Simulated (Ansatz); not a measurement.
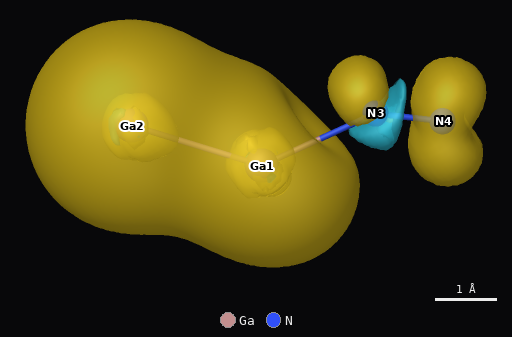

Figure 1: Ga2N2 (quintet). Isosurfaces of the spin density (α minus β) at +0.03 (yellow) and −0.03 e/Å³ (cyan), seen at a tilt.

Geometry: PBE-D4/def2-SVP.

The calculation used UKS PBE0-D4/def2-TZVP (Ansatz).

Q: Which atoms carry the spin?

A: The unpaired spin (4 electrons) lies mostly on Ga2 (about 1.9), Ga1 (about 1.6), N4 (about 0.3) and N3 (about 0.2), in electrons by Hirshfeld's partition.
